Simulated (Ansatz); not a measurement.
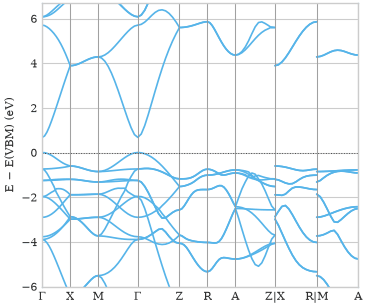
*Band structure from plane-wave PAW PBE (Ansatz code)*

Question: Read off the gap and where the band edges lie.

Answer: About 0.7 eV (0.68 eV by a search for the band edges); maximum at Γ, minimum at Γ.

The material is SnO₂ (rutile, P4_2/mnm).

The cell was relaxed with PBE under the symmetry of its start; phonons on a q-mesh show no instability. Scalar-relativistic: spin–orbit coupling is off unless named, which matters more the heavier the elements.

Potentials: the later of the program's two PAW sets.
